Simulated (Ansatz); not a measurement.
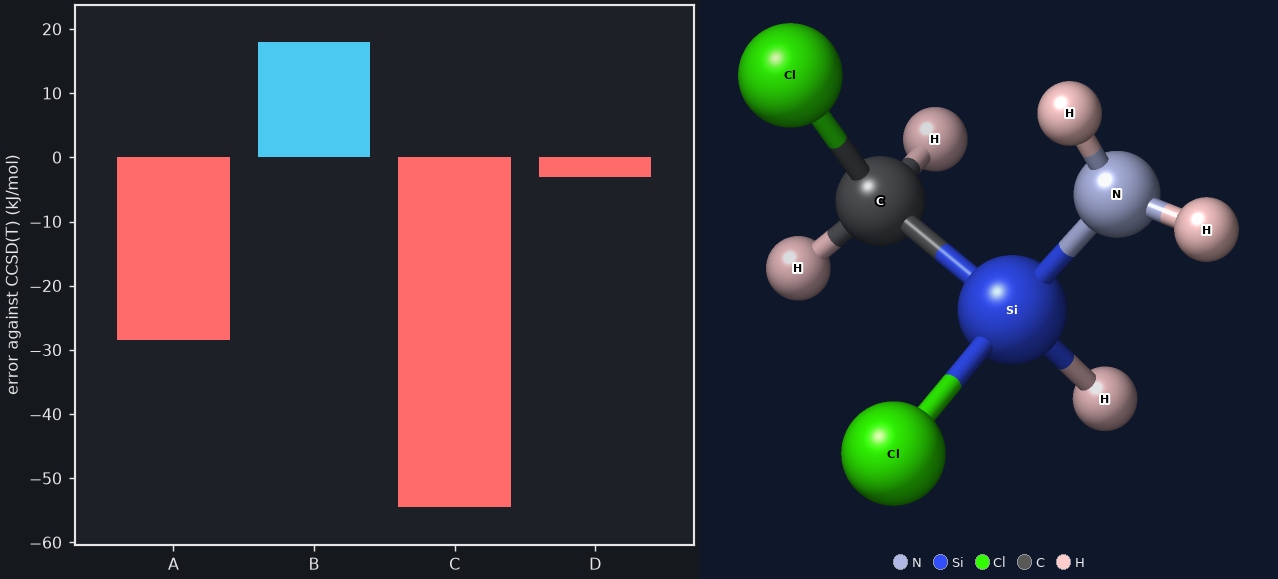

Error in the electronic atomisation energy (method less reference, so positive means overbinding) of CH₅Cl₂NSi, SMILES N[Si@@H](Cl)CCl: functionals in def2-TZVPP against frozen-core CCSD(T) at the limit (MP2 extrapolated from triple and quadruple zeta, plus CCSD(T) less MP2 in a smaller set), which gives 3435.2 kJ/mol, at a PBE0-D4/def2-TZVP geometry (a minimum by its frequencies), no zero-point or spin-orbit term, the Ansatz code. The reference leaves out core correlation, a term that grows with the number of heavy atoms. Limit means the basis limit.

### The letters stand for BLYP-D4, CAM-B3LYP-D4, CCSD limit and ωB97M-V. Which is which?

A: BLYP-D4 (−28.4 kJ/mol); B: ωB97M-V (18.0 kJ/mol); C: CCSD limit (−54.6 kJ/mol); D: CAM-B3LYP-D4 (−3.0 kJ/mol).

Caveats, for all or some of the runs: one conformer of a flexible molecule.
